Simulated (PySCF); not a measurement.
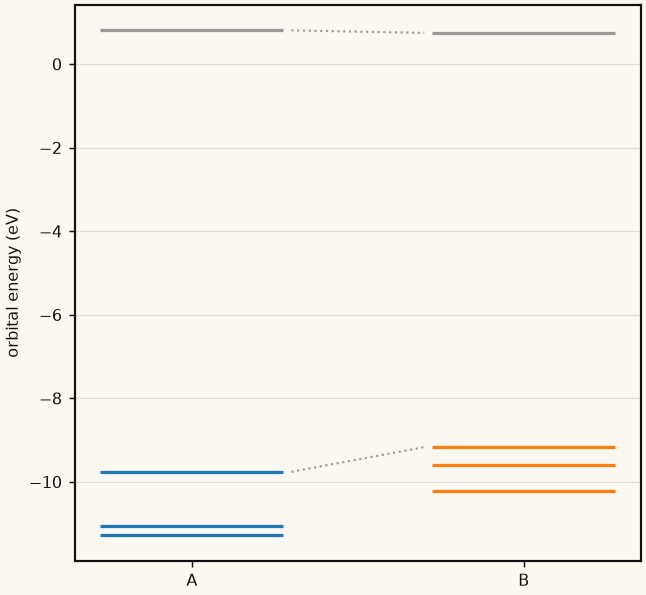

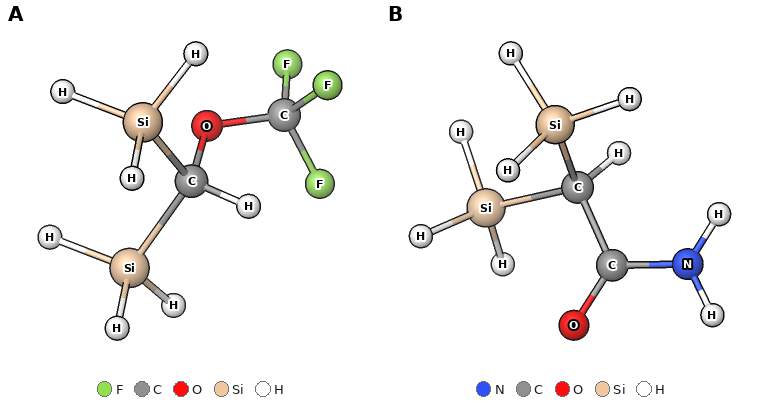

Related molecules: A is C₂H₇F₃OSi₂, SMILES FC(F)(F)OC([SiH3])[SiH3]; B is C₂H₉NOSi₂, SMILES NC(=O)C([SiH3])[SiH3]. Frontier orbital energies, CAM-B3LYP/def2-SVPD, PySCF 2.14.0, at a PBE0-D3(BJ)/def2-SVP geometry (no frequency check); drawn are at most three filled levels and, in grey, the LUMO with any level within 0.03 eV of it; dotted lines join the HOMOs and the LUMOs.

> What does the change do to the frontier levels?

From A to B the HOMO rises by 0.59 eV and the LUMO falls by 0.06 eV, so the separation goes from 10.57 to 9.92 eV.

> Does the ΔSCF ionisation energy follow the HOMO?

A: −ε(HOMO) 9.76, ΔSCF 10.41 eV; B: −ε(HOMO) 9.17, ΔSCF 9.85 eV.

Caveats, for all or some of the runs: empty levels above zero depend strongly on the basis; one conformer of a flexible molecule.
